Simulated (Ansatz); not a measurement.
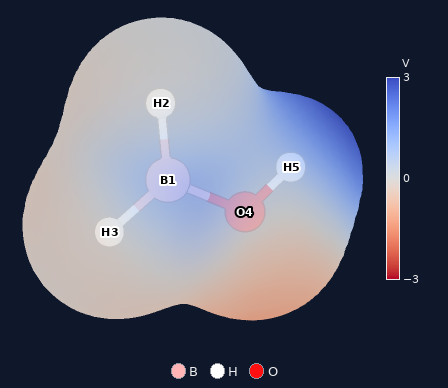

*BH$_{3}$O. The electrostatic potential painted on the density surface at 0.002 e/bohr³, seen at a tilt; red is negative and blue positive.*

Method: RKS BLYP-D4/def2-TZVP (Ansatz 0.2.0).

```xyz
5

B     0.2652   -0.0765    0.1178
H     0.1617   -0.2022    1.3100
H     1.2932    0.2238   -0.4164
O    -0.8078   -0.2747   -0.6980
H    -1.6212   -0.5171   -0.2198
```

Q: Which sites attract a positive test charge, and which a negative one?

A: A positive charge is drawn to the negative regions and a negative charge to the positive ones. The most negative region (about −1.2 V) lies over O4, the most positive (about +2.8 V) over H5. O4 is the likeliest acceptor of a hydrogen bond.
